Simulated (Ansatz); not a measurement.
Cost and result by functional for the surface energy of the (111) surface of bcc W in its 1x1 cell, outermost plane spacing 0.92 Å in the ideal cut, in Ansatz (plane waves, PAW). Single points on the PBE structure, on one kind of machine; costs are rough ratios of the slab run's core time (references not counted) to the cheapest single point. r2SCAN's cost holds its higher cutoff (500 against 420 eV). Differences are taken against r2SCAN for comparison alone: no measured value is at hand, so the table doesn't rank accuracy.

Set-up: 12 atoms, 10.1 Å thick at the start (thin: gaps and levels are the slab's own); mesh 10x10x1; 0.1 eV smearing; dipole correction on; all atoms relaxed; start symmetry kept, larger cells not searched; no spin, no spin-orbit, no U. These notes are the PBE run's.

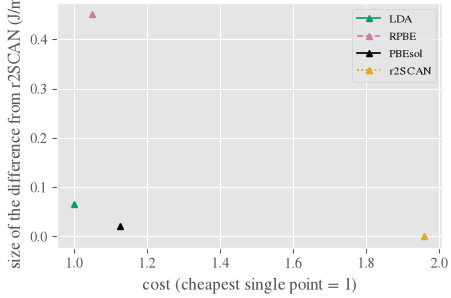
Difference from r2SCAN against cost

| functional | relative cost | surface energy (J/m²) | less r2SCAN (J/m²) |
|---|---|---|---|
| LDA | 1 | 3.87 | 0.07 |
| RPBE | 1 | 3.35 | -0.45 |
| PBEsol | 1 | 3.82 | 0.02 |
| r2SCAN | 2 | 3.80 | 0.00 |
| PBE (the relaxed run's value) | – | 3.52 | -0.28 |

The values span 0.52 J/m², while the single points' costs differ by a factor of roughly 2. Differences are of unrounded values.

Ansatz is a quantum-chemistry and plane-wave program.
